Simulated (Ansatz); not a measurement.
CH8OSi2: several calculations on one system

**1. Relaxation**

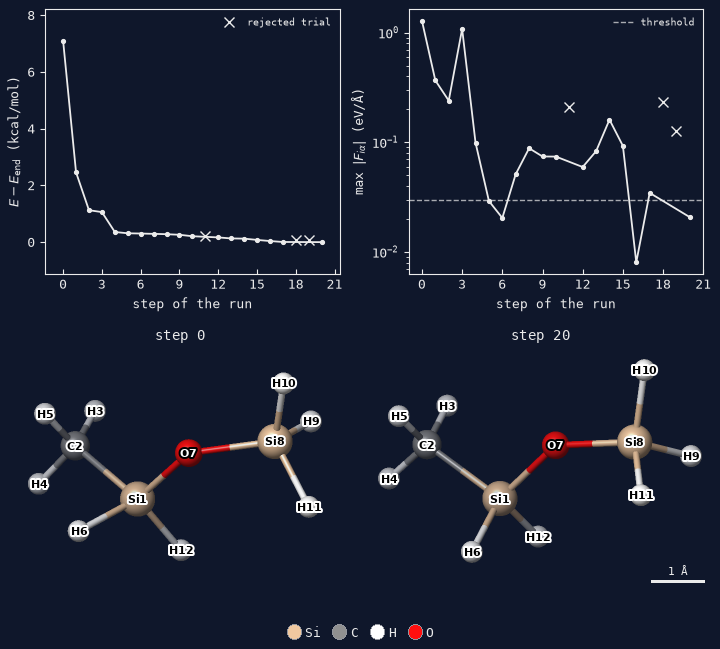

First and last geometry of a relaxation of CH$_{8}$OSi$_{2}$, with the history of the run. A ball-and-stick model, seen at a tilt.

The run prepares an end point of a later path (reaction) calculation, from a guessed geometry.

These are results of RKS PBE/def2-SVP in Ansatz 0.2.0, not measurements. Set-up: no spin polarisation; force threshold 0.03 eV/Å; at most 50 steps.

Question: Did the run converge, and what did it change?

Answer: It converged. H11 moves most after the best rigid fit: 0.84 Å. Largest moves by element: H 0.84 Å, O 0.47 Å, Si 0.19 Å, C 0.19 Å. Among the contacts that change: Si1–H6 1.463 → 1.508 Å, Si1–C2 1.858 → 1.875 Å, O7–Si8 1.681 → 1.671 Å, Si1–H12 1.503 → 1.509 Å. Among the angles between lasting bonds that change: C2–Si1–H6 89.5° → 110.5°, Si1–C2–H3 119.7° → 110.9°, C2–Si1–O7 114.9° → 108.6°. Groups turn about Si1–O7 by about 60°. The energy falls by 7.09 kcal/mol in 17 accepted moves (20 points after the start). Largest force component: 1.3 eV/Å at the start, 0.021 eV/Å at the end. The line search rejected the trial steps at points 11, 18, 19 of the run. The forces were under the threshold at step 5, but the run went on from there. The run took 39 s on 2 threads of Arm Neoverse V1 (shared host), peak memory 0.14 GiB.

```json
{"step": "0", "E − E(0), kcal/mol": "0.00", "largest force component, eV/Å": "1.2818", "note": ""}
{"step": "1", "E − E(0), kcal/mol": "-4.63", "largest force component, eV/Å": "0.3662", "note": ""}
{"step": "2", "E − E(0), kcal/mol": "-5.97", "largest force component, eV/Å": "0.2396", "note": ""}
{"step": "3", "E − E(0), kcal/mol": "-6.03", "largest force component, eV/Å": "1.0817", "note": ""}
{"step": "4", "E − E(0), kcal/mol": "-6.74", "largest force component, eV/Å": "0.0991", "note": ""}
{"step": "5", "E − E(0), kcal/mol": "-6.78", "largest force component, eV/Å": "0.0291", "note": ""}
{"step": "6", "E − E(0), kcal/mol": "-6.79", "largest force component, eV/Å": "0.0204", "note": ""}
{"step": "7", "E − E(0), kcal/mol": "-6.80", "largest force component, eV/Å": "0.0512", "note": ""}
{"step": "8", "E − E(0), kcal/mol": "-6.81", "largest force component, eV/Å": "0.0882", "note": ""}
{"step": "9", "E − E(0), kcal/mol": "-6.83", "largest force component, eV/Å": "0.0742", "note": ""}
{"step": "10", "E − E(0), kcal/mol": "-6.88", "largest force component, eV/Å": "0.0740", "note": ""}
{"step": "11", "E − E(0), kcal/mol": "-6.87", "largest force component, eV/Å": "0.2082", "note": "rejected"}
{"step": "12", "E − E(0), kcal/mol": "-6.93", "largest force component, eV/Å": "0.0595", "note": ""}
{"step": "13", "E − E(0), kcal/mol": "-6.96", "largest force component, eV/Å": "0.0829", "note": ""}
{"step": "14", "E − E(0), kcal/mol": "-6.97", "largest force component, eV/Å": "0.1606", "note": ""}
{"step": "15", "E − E(0), kcal/mol": "-7.01", "largest force component, eV/Å": "0.0929", "note": ""}
{"step": "16", "E − E(0), kcal/mol": "-7.05", "largest force component, eV/Å": "0.0080", "note": ""}
{"step": "17", "E − E(0), kcal/mol": "-7.09", "largest force component, eV/Å": "0.0345", "note": ""}
{"step": "18", "E − E(0), kcal/mol": "-7.02", "largest force component, eV/Å": "0.2318", "note": "rejected"}
{"step": "19", "E − E(0), kcal/mol": "-7.02", "largest force component, eV/Å": "0.1255", "note": "rejected"}
{"step": "20", "E − E(0), kcal/mol": "-7.09", "largest force component, eV/Å": "0.0207", "note": ""}
```

**2. Relaxation**

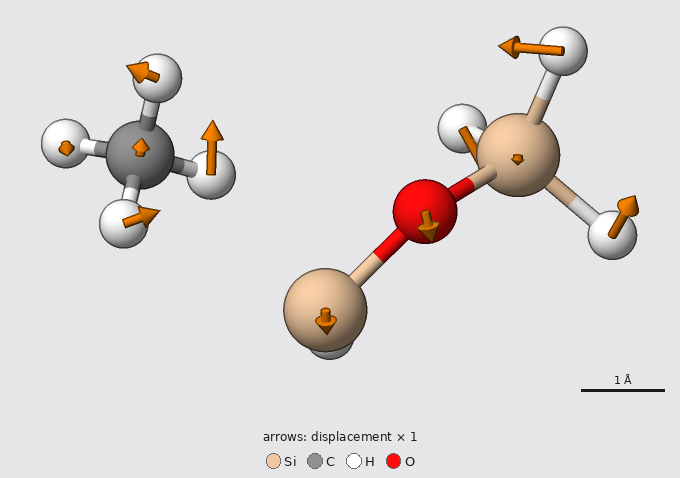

A relaxation of CH₈OSi₂. The starting structure is drawn; orange arrows show the displacements, at their true length. The two geometries are superimposed by the best rigid fit.

Style: ball-and-stick. Shown face on.

The run prepares an end point of a later path (reaction) calculation, from a guessed geometry.

Level of theory: RKS PBE/def2-SVP in Ansatz 0.2.0. Set-up: no spin polarisation; force threshold 0.03 eV/Å; at most 50 steps.

Q: What happened in the run?

A: Over 18 accepted moves (20 points after the start) the energy falls by 0.050 eV. Largest force component: 0.18 eV/Å at the start, 0.027 eV/Å at the end. The line search rejected the trial steps at points 3, 10 of the run. An H atom moves most after the best rigid fit: 0.86 Å. By element the largest moves are H 0.86 Å, O 0.43 Å, Si 0.36 Å, C 0.24 Å. Near-neighbour distances that change, for instance: H–Si 1.510 → 1.502 Å, O–Si 1.696 → 1.690 Å. Among the angles between lasting bonds that change: Si–O–Si 136.2° → 141.3°. Groups turn about O–Si by about 50°.

Limits of the set-up: the start holds two separate molecules, 2.4 Å apart at their closest, whose relative position is a soft coordinate and is computed without a dispersion correction.

**3. Path**

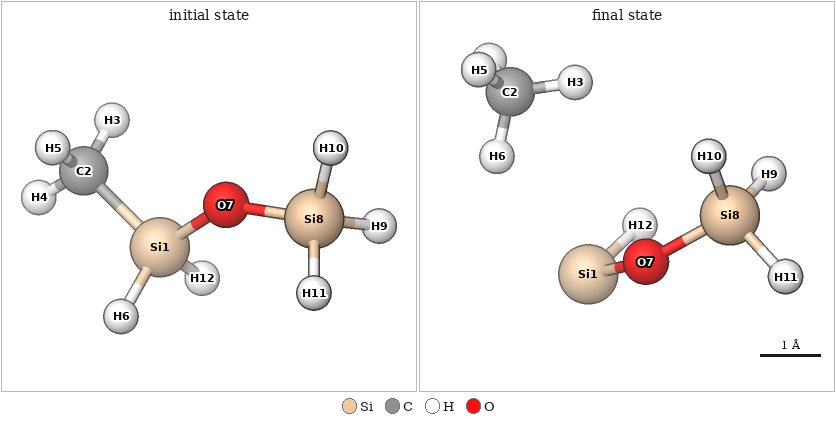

The two relaxed end points of a path for CH$_{8}$OSi$_{2}$. The picture is a ball-and-stick view, seen at a tilt.

All numbers below come from RKS PBE/def2-SVP (Ansatz).

Set-up: 5 movable images; climbing image; force threshold 0.05 eV/Å; iteration limit 60.

Start:
```xyz
12

Si    0.1573   -0.1756    0.1570
C     0.9927    0.1109    1.8112
H     0.2633    0.0284    2.6420
H     1.7898   -0.6437    1.9742
H     1.4553    1.1176    1.8540
H     1.1591   -0.0775   -0.9659
O    -1.0283    0.9961   -0.0560
Si   -2.3282    1.4250   -1.0149
H    -3.4203    0.3894   -0.9255
H    -2.8542    2.7416   -0.5195
H    -1.9139    1.5660   -2.4581
H    -0.4748   -1.5453    0.1141
```

End:
```xyz
12

Si    0.2474   -0.5536   -1.2830
C     1.0978    0.2474    1.8526
H    -0.0043    0.3429    1.8356
H     1.3903   -0.5407    2.5720
H     1.5533    1.2144    2.1376
H     1.4796   -0.0330    0.8443
O    -0.7703    0.7841   -1.4450
Si   -2.2897    1.3497   -0.9692
H    -3.0164    0.2955   -0.1751
H    -2.1024    2.5844   -0.1331
H    -3.0775    1.6996   -2.1993
H    -0.7101   -1.4578   -0.4246
```

What barrier does the band find between them, and by what path?

Answer. The energy climbs by 68.2 kcal/mol to image 4 and then falls by 26.9 kcal/mol, so the end point sits at +41.3 kcal/mol. Breaking: Si1–C2 (1.88 → 2.25 at the top → 3.35 Å), Si1–H6 (1.51 → 1.52 at the top → 2.51 Å). Forming: C2–H6 (2.79 → 1.60 at the top → 1.11 Å). The band is converged. At the top, the vibrational analysis gives one imaginary mode (1143i cm⁻¹), as a transition state must have.

Energies of the converged images:

```csv
image,path (Å),E (kcal/mol)
0,0.00,0.0
1,0.73,0.2
2,1.47,0.5
3,2.21,20.2
4,2.94,68.2
5,5.50,42.0
6,8.06,41.3
```

The geometry at the top of the path:

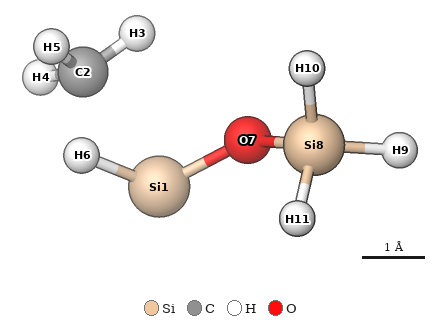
